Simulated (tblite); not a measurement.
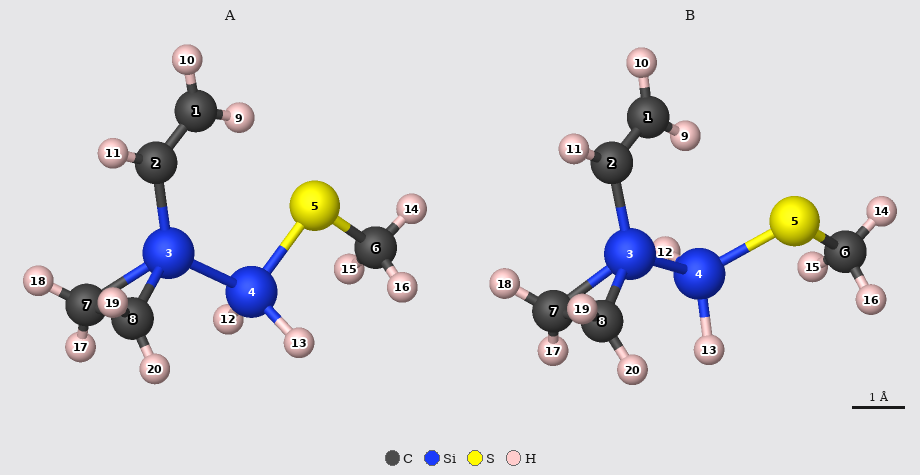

Two geometries of C5H12SSi2, drawn at one scale. One is the start of a relaxation, the other its converged end. The picture is a ball-and-stick view, seen from a free direction.

Theory: tblite, GFN2-xTB geometry optimisation, gas phase. 

Which geometry has the lower energy?

Structure A is the relaxed one. H12 moves most after the best rigid fit: 1.40 Å. By element the largest moves are H 1.40 Å, S 0.73 Å, Si 0.44 Å, C 0.39 Å. Among the contacts that change: Si3–Si4 2.203 → 2.287 Å, Si3–C8 1.838 → 1.899 Å, C8–H19 1.127 → 1.080 Å, C8–H20 1.125 → 1.080 Å. Bond angles that change, for instance: Si3–Si4–H13 106.1° → 116.6°, C2–Si3–Si4 117.0° → 126.7°, Si3–Si4–H12 108.0° → 116.5°. Groups turn about Si3–Si4 by about 40°, S5–C6 by about 30°. After 149 geometry steps the energy has fallen by 14.3 kcal/mol. Cost: 4.9 s on 1 thread of Intel(R) Xeon(R) Processor @ 2.50GHz, on a shared host.
